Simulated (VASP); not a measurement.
Band structure of Si$_{2}$Ag (space group Cmcm). These are PBE GGA, VASP's PBE PAW potentials (set 64) (plane waves; VASP) values and carry that method's errors.

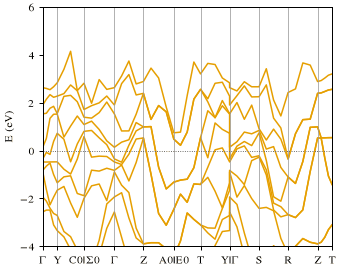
Fig. 1. Bands along high-symmetry lines, zero at the valence-band maximum or, without a gap, the Fermi level

Task: Read the plot: is there a gap, and where are the band edges?

Result: It has no gap at this level: it comes out as a metal or semimetal.

The structure was generated: Si2Ag was put into an ordered model structure, which need not be its known phase. The cell was not relaxed at this level. The k-mesh is coarse (spacing up to 0.36 per Å, 2π included), so the numbers may not be converged in it.
